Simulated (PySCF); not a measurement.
# Excited-state calculation, with input and output: C₃H₆F₃N

C₃H₆F₃N (3,3,3-trifluoropropylamine), computed with TDDFT CAM-B3LYP/def2-SVPD, vertical, gas phase, core orbitals frozen in the response (PySCF 2.14.0).

The geometry comes from this level: PBE0-D3(BJ)/def2-SVP.

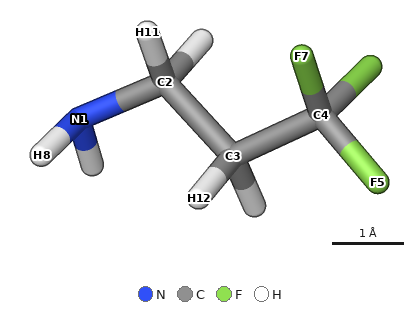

**Figure 1.** The structure as given in the input (stick view, seen at a tilt; atoms are numbered from 1 in the order of the input). Bond lengths as drawn: C–C 1.50 to 1.53 Å, C–F 1.34 Å, C–H 1.10 Å, C–N 1.44 Å and H–N 1.02 Å.

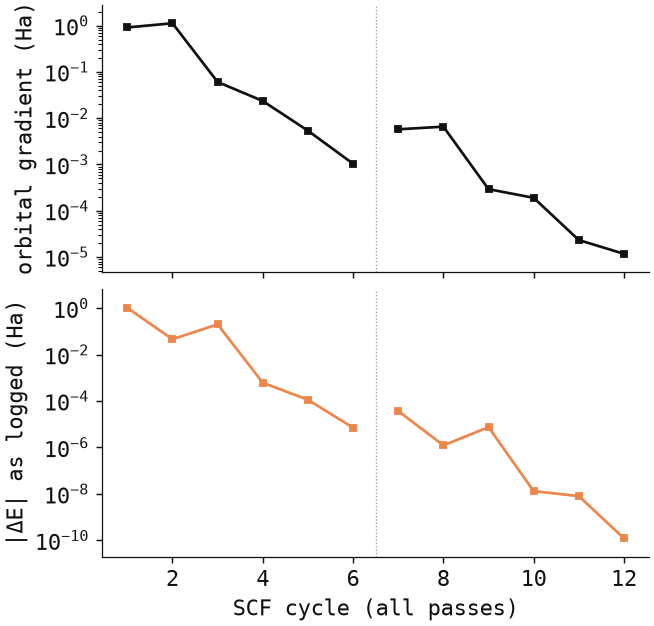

**Figure 2.** Convergence of the self-consistent field: orbital gradient and size of the energy change against the SCF cycle. The dotted line marks the change from a coarse to the final integration grid. The first 6 cycles use a coarse grid, the final grid takes over at cycle 7, and the field converges after 12 cycles in all.

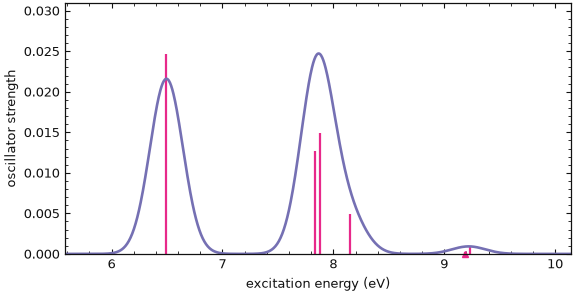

**Figure 3.** Computed excitations as sticks (degenerate states added up, dark ones marked on the axis), with a Gaussian envelope of 0.35 eV full width at half maximum, scaled to the tallest. Of the 6 states the lowest lies at 6.50 eV (f = 0.025); the strongest line is at 6.50 eV, or 191 nm (f = 0.025).

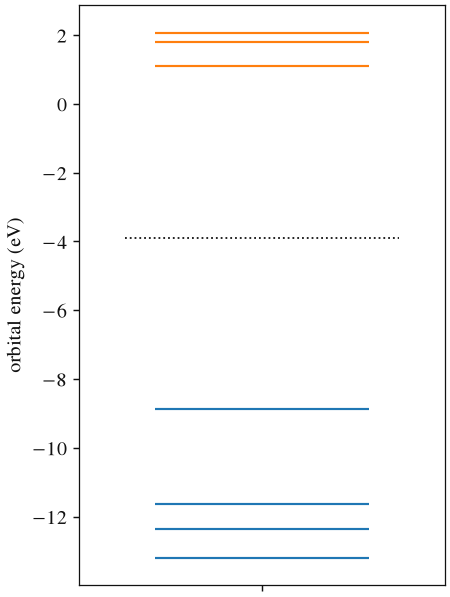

**Figure 4.** Orbital energies near the frontier; the dotted line parts filled from empty levels, and levels within 0.02 eV of each other stand side by side. Highest filled −8.89 eV, lowest empty 1.10 eV, 9.99 eV apart.

The input that produced these results follows, with the program's output.

**Input**
```
{"job": {"kind": "uv", "xc": "CAM-B3LYP", "basis": "def2-SVPD", "dynamic": true, "nstates": 6, "ntriplets": 0}, "charge": 0, "multiplicity": 1}
N      2.140357     0.126067    -0.019682
C      0.816901     0.282174     0.533480
C     -0.324263    -0.247443    -0.338756
C     -1.688722    -0.050893     0.262888
F     -2.652338    -0.515001    -0.539393
F     -1.808406    -0.685014     1.436513
F     -1.945560     1.244587     0.486357
H      2.226228     0.618421    -0.906325
H      2.345777    -0.853024    -0.206819
H      0.777994    -0.219678     1.513994
H      0.640273     1.350817     0.736962
H     -0.326538     0.256625    -1.318220
H     -0.202569    -1.326243    -0.525259
```

The first line tells a small driver script what to run in PySCF; the rest is the geometry in Å.

Command:
```bash
OMP_NUM_THREADS=1 python <driver script> task.json out
```

**The program's output**
```
coarse grid: 11304 points
cycle   1  E = -471.5295047322  dE =  1.032e+00  |g| = 9.121e-01  |ddm| = 4.489e+00
cycle   2  E = -471.4836188273  dE =  4.589e-02  |g| = 1.122e+00  |ddm| = 2.610e+00
cycle   3  E = -471.6842589470  dE = -2.006e-01  |g| = 6.049e-02  |ddm| = 1.286e+00
cycle   4  E = -471.6848701091  dE = -6.112e-04  |g| = 2.351e-02  |ddm| = 1.020e-01
cycle   5  E = -471.6849829349  dE = -1.128e-04  |g| = 5.367e-03  |ddm| = 5.313e-02
cycle   6  E = -471.6849899672  dE = -7.032e-06  |g| = 1.038e-03  |ddm| = 1.466e-02
final grid: 111664 points
cycle   7  E = -471.7500707637  dE = -3.678e-05  |g| = 5.750e-03  |ddm| = 6.391e-02
cycle   8  E = -471.7500695392  dE =  1.225e-06  |g| = 6.555e-03  |ddm| = 2.133e-02
cycle   9  E = -471.7500769499  dE = -7.411e-06  |g| = 2.929e-04  |ddm| = 9.109e-03
cycle  10  E = -471.7500769629  dE = -1.296e-08  |g| = 1.903e-04  |ddm| = 6.170e-04
cycle  11  E = -471.7500769708  dE = -7.930e-09  |g| = 2.327e-05  |ddm| = 3.993e-04
cycle  12  E = -471.7500769710  dE = -1.191e-10  |g| = 1.175e-05  |ddm| = 5.380e-05
converged SCF energy = -471.7500769710

Static polarisability (au): isotropic 49.448, principal 45.679 47.405 55.259

Singlet excitations
state   eV       nm        f      main configurations
  1   6.4950    190.9   0.02472   H->L 0.82, H->L+1 0.14
  2   7.8379    158.2   0.01275   H->L+3 0.82
  3   7.8763    157.4   0.01496   H->L+1 0.43, H->L+2 0.31, H->L+4 0.12
  4   8.1461    152.2   0.00496   H->L+2 0.59, H->L+1 0.17, H->L+4 0.10
  5   9.1842    135.0   0.00021   H->L+5 0.71, H->L+9 0.16
  6   9.2287    134.3   0.00086   H->L+6 0.61, H->L+7 0.24
```

**Summary**

| quantity | value |
| --- | --- |
| outcome | converged |
| total energy | −471.750077 hartree |
| HOMO | −8.89 eV |
| LUMO | 1.10 eV |
| dipole moment | 2.38 D |
| mean polarisability | 49.45 a.u. |
| lowest excitation | 6.50 eV |
| hardware | 1 CPU thread, shared host |
| wall time | 50 s |
| peak memory | 0.88 GiB |
